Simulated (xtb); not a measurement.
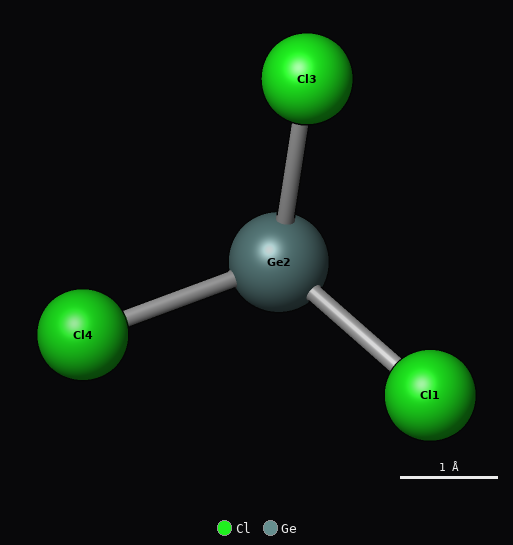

*The structure as given in the input (ball-and-stick view, seen on its broad side; atoms are numbered from 1 in the order of the input). Sticks mark near contacts.*

**GeCl3: geometry relaxation**

- system: GeCl3, multiplicity 2, SMILES [Cl][Ge]([Cl])[Cl]
- method: GFN-FF (xtb 6.7.1)

**The program's output**
```
* xtb version 6.7.1
   ID    Z sym.   atoms
    1   17 Cl     1, 3, 4
    2   32 Ge     2

           -------------------------------------------------
          |                Calculation Setup                |
           -------------------------------------------------

          program call               : xtb --gff --molden -I detailed.inp --opt sloppy -P 1 -- input.sdf
          coordinate file            : input.sdf
          omp threads                :                     1

          ==================== Thresholds ====================
          CN  :   150.00000
          rep :   500.00000
          disp:  2500.00000
          HB1 :   250.00000
          HB2 :   450.00000

          Pauling EN used:
          Z :17  EN :  3.16
          Z :32  EN :  2.01
          electric field strengths (au): 0.000

           -------------------------------------------------
          |           Force Field Initialization            |
           -------------------------------------------------

          distances ...
          ----------------------------------------
          generating topology and atomic info file ...
          pair mat ...
          computing topology distances matrix with Floyd-Warshall algo ...
          making topology EEQ charges ...
          #fragments for EEQ constrain: 1
          ----------------------------------------
          generating topology and atomic info file ...
          pair mat ...
          computing topology distances matrix with Floyd-Warshall algo ...
          making topology EEQ charges ...
          #fragments for EEQ constrain: 1
          rings ...
          # BATM   0
          # H in HB   0

  atom   neighbors  erfCN metchar sp-hybrid imet pi  qest     coordinates
    1  Cl      1    0.95   0.00         0    0    0  -0.096   -2.455699   -0.678790    3.012412
    2  Ge      3    2.73   0.03         3    0    0   0.289   -0.397031   -1.079034   -0.747009
    3  Cl      1    0.96   0.00         0    0    0  -0.096    3.673439   -1.250999    0.463928
    4  Cl      1    0.96   0.00         0    0    0  -0.096   -0.788016    2.550563   -2.885801

          #atoms :   4
          #bonds :   3
          #angl  :   3
          #tors  :   0
          #nmol  :   1
          #optfrag :   1
           -------------------------------------------------
          |                   G F N - F F                   |
          |          A general generic force-field          |
          |                  Version 1.0.3                  |
           -------------------------------------------------
          Number of HB bonds (bound hydrogen)     0
          Number of HB bonds (unbound hydrogen)   0
          Number of XB bonds                      0

 E+G (total)                   0 d,  0 h,  0 min,  0.000 sec
 distance/D3 list               ...        0 min,  0.000 sec (  1.550%)
 non bonded repulsion           ...        0 min,  0.000 sec (  4.152%)
 dCN                            ...        0 min,  0.000 sec (  2.696%)
 EEQ energy and q               ...        0 min,  0.000 sec ( 15.787%)
 D3                             ...        0 min,  0.000 sec (  7.271%)
 EEQ gradient                   ...        0 min,  0.000 sec (  3.630%)
 bonds                          ...        0 min,  0.000 sec (  9.595%)
 bend and torsion               ...        0 min,  0.000 sec (  5.275%)
 bonded ATM                     ...        0 min,  0.000 sec (  0.975%)
 HB/XB (incl list setup)        ...        0 min,  0.000 sec ( 35.268%)

         :::::::::::::::::::::::::::::::::::::::::::::::::::::
         ::                     SUMMARY                     ::
         :::::::::::::::::::::::::::::::::::::::::::::::::::::
         :: total energy              -0.100953824674 Eh    ::
         :: gradient norm              0.039540426280 Eh/a0 ::
         ::.................................................::
         :: bond energy               -0.109749993670 Eh    ::
         :: angle energy               0.022977253875 Eh    ::
         :: torsion energy             0.000000000000 Eh    ::
         :: repulsion energy           0.009502522198 Eh    ::
         :: electrostat energy        -0.020895035194 Eh    ::
         :: dispersion energy         -0.002788571884 Eh    ::
         :: HB energy                  0.000000000000 Eh    ::
         :: XB energy                  0.000000000000 Eh    ::
         :: bonded atm energy          0.000000000000 Eh    ::
         :: external energy            0.000000000000 Eh    ::
         :: add. restraining           0.000000000000 Eh    ::
         :: total charge               0.000000000000 e     ::
         :::::::::::::::::::::::::::::::::::::::::::::::::::::

      -----------------------------------------------------------
     |                   =====================                   |
     |                        A N C O P T                        |
     |                   =====================                   |
     |               Approximate Normal Coordinate               |
     |                Rational Function Optimizer                |
      -----------------------------------------------------------

          ...................................................
          :                      SETUP                      :
          :.................................................:
          :   optimization level            sloppy          :
          :   max. optcycles                   200          :
          :   ANC micro-cycles                  20          :
          :   degrees of freedom                 3          :
          :.................................................:
          :   RF solver                   davidson          :
          :   write xtbopt.log                true          :
          :   linear?                        false          :
          :   energy convergence         0.1000000E-03 Eh   :
          :   grad. convergence          0.6000000E-02 Eh/α :
          :   maximum RF displ.          1.0000000          :
          :   Hlow (freq-cutoff)         0.1000000E-01      :
          :   Hmax (freq-cutoff)         5.0000000          :
          :   S6 in model hess.         20.0000000          :
          ...................................................

generating ANC from exact Hessian ...
Using GFN-FF Lindh-Hessian
 Shifting diagonal of input Hessian by    9.0576328685116215E-003
 Lowest  eigenvalues of input Hessian
   -0.000000   -0.000000    0.000000    0.000000    0.000000    0.000000
    0.000000    0.000000    0.000000    0.010000    0.067693    0.075767
 Highest eigenvalues
    0.000000    0.000000    0.000000    0.010000    0.067693    0.075767

........................................................................
.............................. CYCLE    1 ..............................
........................................................................
     iter. time                 ...        0 min,  0.000 sec
 * total energy  :    -0.1009538 Eh     change        0.0000000E+00 Eh
   gradient norm :     0.0204589 Eh/α   predicted     0.0000000E+00 (   0.00%)
   displ. norm   :     0.2673189 α      lambda       -0.5459112E-02
   maximum displ.:     0.2046971 α      in ANC's #2, #3, #1, ...

........................................................................
.............................. CYCLE    2 ..............................
........................................................................
     iter. time                 ...        0 min,  0.000 sec
 * total energy  :    -0.1044290 Eh     change       -0.3475143E-02 Eh
   gradient norm :     0.0044221 Eh/α   predicted    -0.2924609E-02 ( -15.84%)
   displ. norm   :     0.1479652 α      lambda       -0.4682257E-03
   maximum displ.:     0.1250910 α      in ANC's #1, #2, #3, ...

........................................................................
.............................. CYCLE    3 ..............................
........................................................................
     iter. time                 ...        0 min,  0.000 sec
 * total energy  :    -0.1044821 Eh     change       -0.5315980E-04 Eh
   gradient norm :     0.0026311 Eh/α   predicted    -0.2392396E-03 ( 350.04%)
   displ. norm   :     0.0982729 α      lambda       -0.2178032E-03
   maximum displ.:     0.0971346 α      in ANC's #1, #2, #3, ...

   *** GEOMETRY OPTIMIZATION CONVERGED AFTER 3 ITERATIONS ***

------------------------------------------------------------------------
 total energy gain   :        -0.0035283 Eh       -2.2140 kcal/mol
 total RMSD          :         0.1780142 a0        0.0942 Å
 total power (kW/mol):        -3.0878527 (step)********** (real)
------------------------------------------------------------------------

 ANCopt (total)                0 d,  0 h,  0 min,  0.001 sec
 optimizer setup                ...        0 min,  0.000 sec (  7.788%)
 model hessian                  ...        0 min,  0.000 sec ( 12.714%)
 ANC generation                 ...        0 min,  0.000 sec ( 13.745%)
 coordinate transformation      ...        0 min,  0.000 sec (  2.041%)
 single point calculation       ...        0 min,  0.000 sec ( 17.521%)
 optimization log               ...        0 min,  0.000 sec ( 13.033%)
 hessian update                 ...        0 min,  0.000 sec (  1.036%)
 rational function              ...        0 min,  0.000 sec ( 14.632%)

================
 final structure:
================
 xtb: 6.7.1 (unknown-commit)

  4  3  0     0  0            999 V2000
   -1.1839   -0.3519    1.4999 Cl  0  0  0  0  0  0  0  0  0  0  0  0
   -0.2101   -0.5710   -0.3953 Ge  0  0  0  0  0  3  0  0  0  0  0  0
    1.8251   -0.6381    0.2621 Cl  0  0  0  0  0  0  0  0  0  0  0  0
   -0.4170    1.3497   -1.5271 Cl  0  0  0  0  0  0  0  0  0  0  0  0
  2  1  1  0  0  0  0
  3  2  1  0  0  0  0
  4  2  1  0  0  0  0
M  END
$$$$

 Bond Distances (Angstroems)
 ---------------------------
Cl1-Ge2=2.1420       Ge2-Cl1=2.1420       Ge2-Cl3=2.1398       Ge2-Cl4=2.2389       Cl3-Ge2=2.1398       Cl4-Ge2=2.2389
 Ge Cl Rav=2.1736 sigma=0.0462  Rmin=2.1398  Rmax=2.2389     3

 selected bond angles (degree)
 --------------------
Cl3-Ge2-Cl1= 99.43             Cl4-Ge2-Cl1=108.51             Cl4-Ge2-Cl3=105.67

 selected dihedral angles (degree)
 ---------------------------------

           -------------------------------------------------
          |                Final Singlepoint                |
           -------------------------------------------------
         :::::::::::::::::::::::::::::::::::::::::::::::::::::
         ::                     SUMMARY                     ::
         :::::::::::::::::::::::::::::::::::::::::::::::::::::
         :: total energy              -0.104482127570 Eh    ::
         :: gradient norm              0.054053115770 Eh/a0 ::
         ::.................................................::
         :: bond energy               -0.120482842487 Eh    ::
         :: angle energy               0.024401533882 Eh    ::
         :: torsion energy             0.000000000000 Eh    ::
         :: repulsion energy           0.015891030356 Eh    ::
         :: electrostat energy        -0.021451486787 Eh    ::
         :: dispersion energy         -0.002840362535 Eh    ::
         :: HB energy                  0.000000000000 Eh    ::
         :: XB energy                  0.000000000000 Eh    ::
         :: bonded atm energy          0.000000000000 Eh    ::
         :: external energy            0.000000000000 Eh    ::
         :: add. restraining           0.000000000000 Eh    ::
         :: total charge               0.000000000000 e     ::
         :::::::::::::::::::::::::::::::::::::::::::::::::::::

           -------------------------------------------------
          |                Property Printout                |
           -------------------------------------------------

molecular dipole:
                 x           y           z       tot (Debye)
 q only:       -0.175      -0.402      -0.305       1.358
           -------------------------------------------------
          |                Geometry Summary                 |
           -------------------------------------------------

      molecular mass/u    :      178.9863629
   center of mass at/Å    :       -0.0408452      -0.1604481      -0.1138581
  moments of inertia/u·Å² :        0.2223209E+03   0.2646483E+03   0.4195187E+03
rotational constants/cm⁻¹ :        0.7582567E-01   0.6369825E-01   0.4018327E-01

 * 2 selected distances

     #   Z          #   Z                                           value/Å
     1  17          2  32                                         2.1420144 (max)
     2  32          3  17                                         2.1398039 (min)

 * 1 distinct bonds (by element types)

   Z      Z             #   av. dist./Å        max./Å        min./Å
  17 Cl  32 Ge          2     2.1409092     2.1420144     2.1398039

optimized geometry written to: xtbopt.sdf

           -------------------------------------------------
          | TOTAL ENERGY               -0.104482127570 Eh   |
          | GRADIENT NORM               0.022720516296 Eh/α |
           -------------------------------------------------
########################################################################
[WARNING] Runtime exception occurred
-1- gfnff_setup: Could not read topology file.
########################################################################

------------------------------------------------------------------------
------------------------------------------------------------------------
 total:
 *  cpu-time:     0 d,  0 h,  0 min,  0.003 sec
 * ratio c/w:     0.980 speedup
 SCF:
 *  cpu-time:     0 d,  0 h,  0 min,  0.000 sec
 * ratio c/w:     0.997 speedup
 ANC optimizer:
 *  cpu-time:     0 d,  0 h,  0 min,  0.001 sec
 * ratio c/w:     0.947 speedup
```

**Standard error**
```
normal termination of xtb
```

**Trajectory as extended XYZ (Å, eV, eV/Å), 3 frames, from step=0 to step=2**
```
4
Properties=species:S:1:pos:R:3 step=0 energy=-2.74709
Cl   -1.2995   -0.3592    1.5941
Ge   -0.2101   -0.5710   -0.3953
Cl    1.9439   -0.6620    0.2455
Cl   -0.4170    1.3497   -1.5271
4
Properties=species:S:1:pos:R:3 step=1 energy=-2.84166
Cl   -1.2391   -0.3394    1.5040
Ge   -0.2101   -0.5710   -0.3953
Cl    1.8630   -0.6329    0.2241
Cl   -0.4170    1.3497   -1.5271
4
Properties=species:S:1:pos:R:3 step=2 energy=-2.84310
Cl   -1.1839   -0.3519    1.4999
Ge   -0.2101   -0.5710   -0.3953
Cl    1.8251   -0.6381    0.2621
Cl   -0.4170    1.3497   -1.5271
```

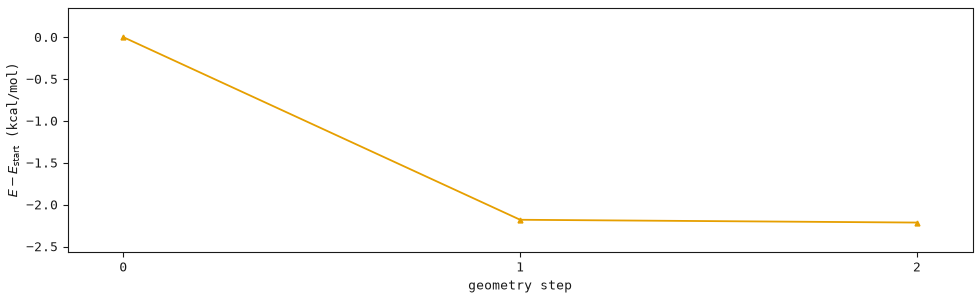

*Progress of the relaxation, step by step (steps are counted from 0).*

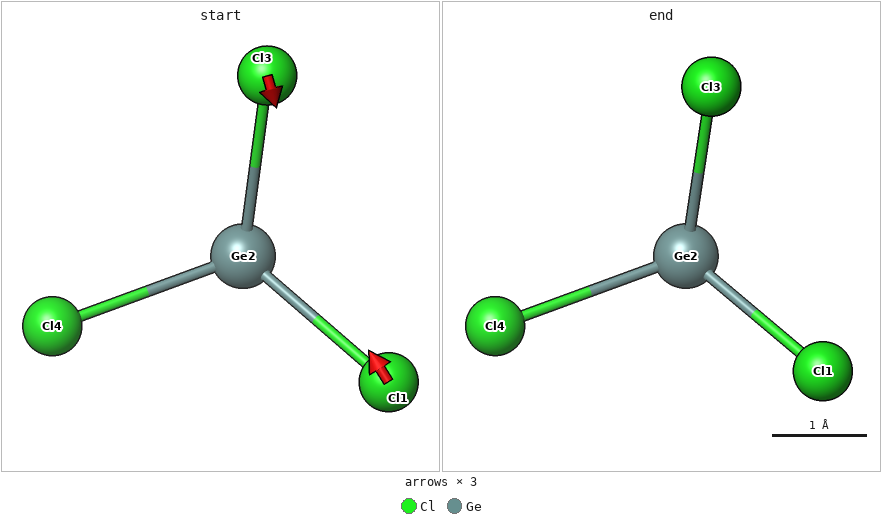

*Before (left) and after (right) the relaxation, at one scale (ball-and-stick view, seen at a tilt). The red arrows give the displacements, magnified 3 times.*

Cl1 moves most after the best rigid fit: 0.14 Å. Largest moves by element: Cl 0.14 Å, Ge 0.02 Å. Distances before and after: Cl1–Ge2 2.278 → 2.142 Å, Ge2–Cl3 2.249 → 2.140 Å. Among the angles that change: Cl1–Ge2–Cl3 102.3° → 99.4°. Over 2 geometry steps the energy falls by 2.21 kcal/mol. (Atoms are counted from 1 in the order of the input.)

The run was set up as follows.

**Input file (input.sdf)**
```

     RDKit          3D

  4  3  0  0  0  0  0  0  0  0999 V2000
   -1.2995   -0.3592    1.5941 Cl  0  0  0  0  0  0  0  0  0  0  0  0
   -0.2101   -0.5710   -0.3953 Ge  0  0  0  0  0  3  0  0  0  0  0  0
    1.9439   -0.6620    0.2455 Cl  0  0  0  0  0  0  0  0  0  0  0  0
   -0.4170    1.3497   -1.5271 Cl  0  0  0  0  0  0  0  0  0  0  0  0
  2  1  1  0
  3  2  1  0
  4  2  1  0
M  RAD  1   2   2
M  END
$$$$
```

**File detailed.inp**
```
$chrg 0
$spin 1
$fix
   atoms: 2,4
$end
```

Run as:
```bash
xtb --gff --molden -I detailed.inp --opt sloppy -P 1 -- input.sdf | tee run.log
```

**Key numbers**

```csv
quantity,value
outcome,converged
total energy,−0.104482 hartree
dispersion energy,−0.002840 hartree
dipole moment,1.36 D
hardware,"1 thread of Arm Neoverse V1, 24 GiB of memory available, shared host"
peak memory,0.074 GiB
```
